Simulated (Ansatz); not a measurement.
# [BH3]− (SMILES [BH3-]) at UPBE0/3-21G

Aim: the vertical doublet–quartet gap of [BH3]− at UPBE0/3-21G, from 2 runs. 

Program for the calculation: Ansatz 0.2.0.

2 further runs of the same task are left out: 2 set aside as unsound or not needed.

### Step 1. The structure to begin with

[BH3]−: 4 atoms, total charge -1, spin state doublet. SMILES: `[BH3-]`. The coordinates come from a GFN2-xTB relaxation.

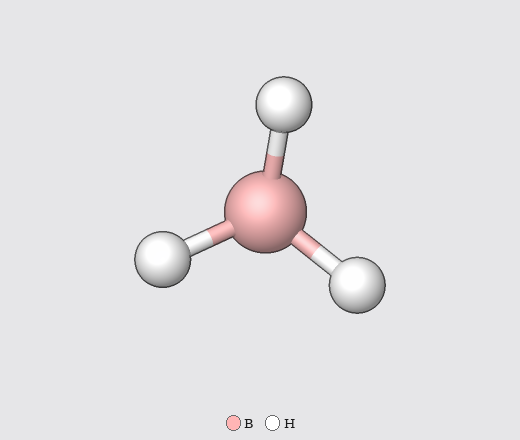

Viewed from a chosen angle; boron pink, hydrogen white.

### Step 2. The energy at UPBE0/3-21G

The input, in.yaml:

```yaml
crystal:
  periodic: [false, false, false]
  atoms:
    - symbol: B
      position_ang: [0.150430, -0.037330, -0.233800]
    - symbol: H
      position_ang: [0.917080, 0.452560, 0.628490]
    - symbol: H
      position_ang: [-0.279230, -1.161080, 0.118390]
    - symbol: H
      position_ang: [-0.788270, 0.745860, -0.513080]
basis:
  gaussian:
    orbitals: 3-21G.json
total_charge: -1
magnetization:
  spin_polarized: true
  initial_magnetization: 1
hamiltonian:
  xc: pbe0
accuracy: high
```

The basis set 3-21G is read from a file made from the Basis Set Exchange's data (not shown).

On the command line:

```console
$ ansatz run in.yaml --threads 1 --pin off --max-ram 2610MiB --events-out events.jsonl --progress --plain --runs-dir runs
```

What it wrote:

```text
Warning: RAYON_NUM_THREADS=1 ignored (pool sized by the plan → 1); use --threads N
Functional definition: PBE0
  name "PBE0"
  parameter a = 0.25
  parameter kappa = 0.804
  parameter beta = 0.06672455060314922
  exchange = (1 - a)*pbe_x(kappa = kappa, mu = beta*pi^2/3) + a*exact_x
  correlation = pbe_c(beta = beta)
294 factors; integrals over basis functions are off by at most 2.6e-9 eV
mean field evaluation 1: about -717.7536 eV, gradient 2.6e0 eV
mean field evaluation 2: about -717.8434 eV, gradient 6.8e-1 eV
mean field evaluation 4: about -717.8502 eV, gradient 9.7e-2 eV
mean field evaluation 8: about -717.8307 eV, gradient 3.6e-3 eV
mean field evaluation 16: about -717.8307 eV, gradient 3.1e-8 eV
mean field -717.83066851 eV, -26.3797905045 hartree, gradient 3.1e-8 eV, S^2 0.753257; 0 other end points of the search recorded, 0 dependent functions left out
reference -717.83066996 eV, -26.3797905579 hartree; 5, 4 occupied and 10, 11 virtual orbitals, 294 factors
Total energy: -717.83066996 eV, -26.3797905579 hartree
```

It took 0.78 s on 1 thread of Arm Neoverse V1, shared host; peak memory 0.1 GiB.

### Step 3. The quartet at the same level

The input, molecule.yaml:

```yaml
crystal:
  periodic: [false, false, false]
  atoms:
    - {symbol: B, position_ang: [0.150430, -0.037330, -0.233800]}
    - {symbol: H, position_ang: [0.917080, 0.452560, 0.628490]}
    - {symbol: H, position_ang: [-0.279230, -1.161080, 0.118390]}
    - {symbol: H, position_ang: [-0.788270, 0.745860, -0.513080]}
basis:
  gaussian:
    orbitals: 3-21G.json
accuracy: high
hamiltonian:
  xc: pbe0
total_charge: -1
magnetization:
  spin_polarized: true
  initial_magnetization: 3
```

The basis set 3-21G is read from a file made from the Basis Set Exchange's data (not shown).

On the command line:

```console
$ ansatz run molecule.yaml --threads 1 --pin off --max-ram 2610MiB --events-out events.jsonl --progress --plain --runs-dir runs
```

What it wrote, cut to the lines that bear on the results:

```text
Warning: RAYON_NUM_THREADS=1 ignored (pool sized by the plan → 1); use --threads N
[... 7 set-up lines as earlier in the session ...]
294 factors; integrals over basis functions are off by at most 2.6e-9 eV
mean field evaluation 1: about -707.3884 eV, gradient 5.2e0 eV
mean field evaluation 2: about -707.7105 eV, gradient 2.0e0 eV
mean field evaluation 4: about -707.7584 eV, gradient 3.1e-1 eV
mean field evaluation 8: about -707.7477 eV, gradient 2.6e-1 eV
mean field evaluation 16: about -707.9149 eV, gradient 1.2e-6 eV
mean field evaluation 32: about -707.1930 eV, gradient 3.9e0 eV
mean field -707.91489095 eV, -26.0153924004 hartree, gradient 2.7e-8 eV, S^2 3.751956; 6 other end points of the search recorded, 0 dependent functions left out
reference -707.91489259 eV, -26.0153924607 hartree; 6, 3 occupied and 9, 12 virtual orbitals, 294 factors
Total energy: -707.91489259 eV, -26.0153924607 hartree
```

It took 1.1 s on 1 thread of Arm Neoverse V1, shared host; peak memory 0.099 GiB.

### Step 4. Results

Level: UPBE0/3-21G.

| quantity | value |
| --- | --- |
| doublet: total energy | -26.37979 Eh |
| doublet: ⟨S²⟩ | 0.753 |
| quartet: total energy | -26.01539 Eh |
| quartet: ⟨S²⟩ | 3.752 |
| vertical energy of the quartet above the doublet | 9.916 eV |

**Reading.** At this shape the quartet lies 9.92 eV (229 kcal/mol) above the doublet. For an anion a state so high probably lies above electron detachment.
